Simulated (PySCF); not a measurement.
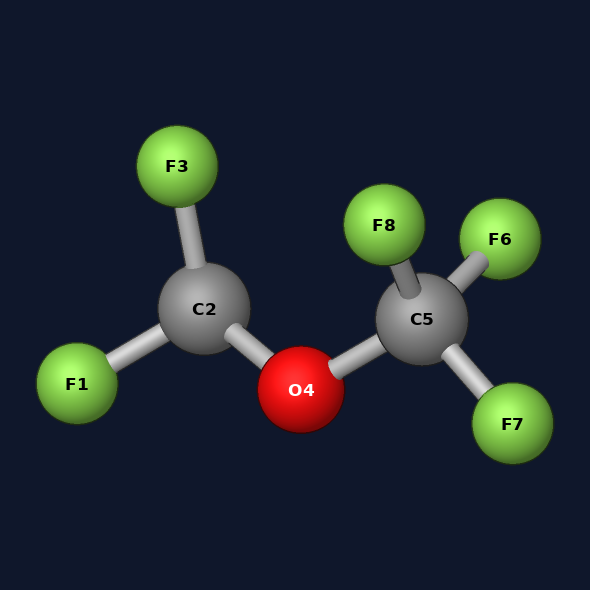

The questions are on Mulliken spin populations. Charge 0, doublet. The geometry was computed by an optimisation with GFN2-xTB. No frequency run is at hand to confirm it as a minimum. Method: UKS B3LYP, pcH-1 on C F O, non-relativistic (PySCF 2.14.0).

Give the Mulliken spin populations atom by atom.

```json
{"atom": "F1", "value (e)": "0.06"}
{"atom": "C2", "value (e)": "0.82"}
{"atom": "F3", "value (e)": "0.06"}
{"atom": "O4", "value (e)": "0.06"}
{"atom": "C5", "value (e)": "0.00"}
{"atom": "F6", "value (e)": "0.00"}
{"atom": "F7", "value (e)": "0.00"}
{"atom": "F8", "value (e)": "0.00"}
```

Mulliken values depend strongly on the basis set.
